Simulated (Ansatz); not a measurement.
**HBS (hydrogen boron sulfide): methods side by side**

The species is HBS (3 atoms), meant as a singlet with charge 0. SMILES: `B=S`. The shape is that of a GFN2-xTB optimisation.

```xyz
3

B    -0.0410   -0.0161    0.1425
S     0.3953    0.1465   -1.3797
H    -0.3543   -0.1304    1.2371
```

Each level gives the electronic atomisation energy (eV). The values are calculated. Electronic energies at fixed atoms, without zero-point motion or spin-orbit coupling.

```csv
level,kind,program,value (eV),less FCI/STO-3G
BLYP/STO-3G,GGA,Ansatz,14.08,+1.75
revPBE/STO-3G,GGA,Ansatz,14.11,+1.78
BHLYP/STO-3G,global hybrid,Ansatz,13.00,+0.67
r2SCAN0/STO-3G,hybrid meta-GGA,Ansatz,13.60,+1.27
B2PLYP/STO-3G,double hybrid,Ansatz,13.31,+0.98
CCSD(T)/STO-3G,coupled cluster or CI,Ansatz,12.32,-0.01
CCSD/STO-3G,coupled cluster or CI,Ansatz,12.15,-0.18
CCSDTQ/STO-3G,coupled cluster or CI,Ansatz,12.33,0.00
FCI/STO-3G,exact in the basis,Ansatz,12.33,0.00
```

FCI/STO-3G is exact within its basis and frozen core, so for wave-function methods in that basis the difference is their error; functionals converge differently with the basis, so for them it is only a difference. The values span 12.15 to 14.11 eV. All rows use very small basis sets, so none should be taken for the real molecule's value.

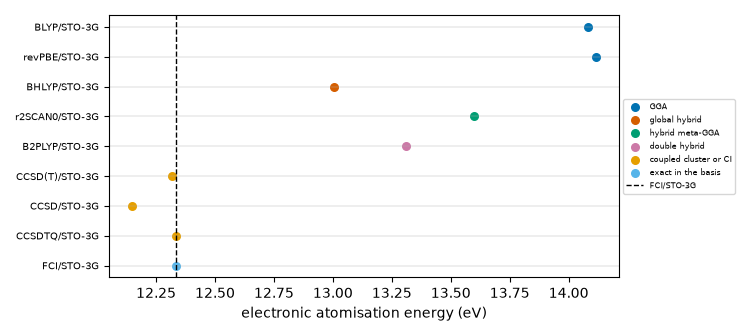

The values of the table, level by level.
